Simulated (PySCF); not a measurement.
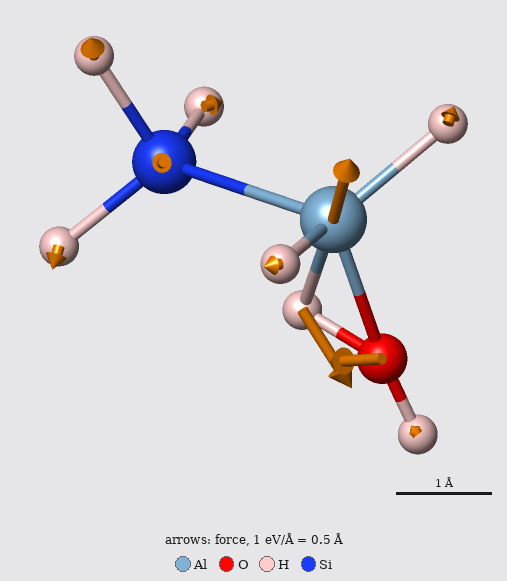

Starting geometry of AlSiH7O (coarse preliminary run) with the computed forces as orange arrows. Style: ball-and-stick. Shown from a free direction.

The reaction that was planned forms Al1–Si6, O2–H5 and breaks Al1–O2, H5–Si6 (atoms numbered from 1 in input order).

Theory: RKS PBE0-D4/def2-SVP, partitioned rational-function steps on a Bofill-updated Hessian in PySCF 2.14.0. 

### What follows when this structure is relaxed?

It isn't relaxed: the largest force vector, on the Al atom, is 2.29 eV/Å. The final displacements have little in common with the starting forces (cosine between the two patterns 0.05). The largest moves after the best rigid fit, 0.65 Å, are those of H atoms. By element the largest moves are H 0.65 Å, O 0.21 Å, Si 0.19 Å, Al 0.16 Å. Some distances before and after: H–O 1.115 → 1.268 Å, Al–Si 2.535 → 2.651 Å, Al–H 1.766 → 1.858 Å, Al–O 1.808 → 1.861 Å. Among the angles between lasting bonds that change: Al–O–H 171.3° → 122.2°, Al–Si–H 104.6° → 79.4°, H–Al–Si 56.5° → 45.4°. The energy falls by 5.96 kcal/mol in 54 geometry steps. Cost: 5 min on 4 threads of Arm Neoverse V1 (shared host).
